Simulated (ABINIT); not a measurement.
Band structure of Hf (P6_3/mmc, 2 atoms in the cell).

```yaml
crystal:
  lattice:
    - [3.22015, 0.00000, 0.00000]
    - [-1.61008, 2.78873, 0.00000]
    - [0.00000, 0.00000, 5.08893]
  atoms:
    - { symbol: Hf, position: [0.33333, 0.66667, 0.25000] }
    - { symbol: Hf, position: [0.66667, 0.33333, 0.75000] }
```

Level of theory: PBE, PAW (JTH v2.0 PBE PAW) (plane waves; ABINIT).

Settings: pseudos = [Hf.GGA_PBE-JTH.xml]; ecut = 20 Ha; pawecutdg = 40 Ha; pawxcdev = 0; occopt = 7; tsmear = 0.136 eV; ngkpt = 16 16 9; nshiftk = 1; shiftk = 0 0 0; potentials = JTH v2.0 PBE PAW; kptopt = 1; nstep = 50; toldfe1 = 1e-09 Ha.

The starting cell comes from a database of computed structures (which also holds hypothetical and non-ambient phases and stackings), without a prior relaxation at this level. Its lattice was rescaled by a random factor within 2.5 % of one. Spin-orbit coupling is off.

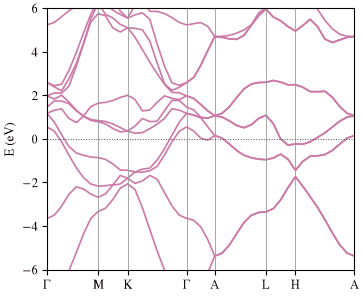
Figure: Bands along the path, energies from the Fermi level.

Levels in eV from the Fermi level, bands 9 to 16:
| point | 9 | 10 | 11 | 12 | 13 | 14 | 15 | 16 |
|---|---|---|---|---|---|---|---|---|
| Γ | -7.32 | -3.65 | 0.55 | 1.17 | 1.17 | 1.46 | 1.98 | 1.98 |
| M | -3.33 | -2.68 | -2.17 | -0.86 | 0.79 | 0.84 | 1.64 | 5.76 |
| K | -2.06 | -1.80 | -1.80 | -1.44 | 0.36 | 0.36 | 2.00 | 5.10 |
| A | -5.38 | -5.38 | 0.15 | 0.15 | 1.06 | 1.06 | 1.06 | 1.06 |
| L | -3.35 | -3.35 | -0.95 | -0.95 | 1.09 | 1.09 | 2.60 | 2.60 |
| H | -1.73 | -1.73 | -1.44 | -1.44 | -0.23 | -0.23 | 2.49 | 2.49 |

Bands cross the Fermi level along this path, so the cell is metallic at this level.
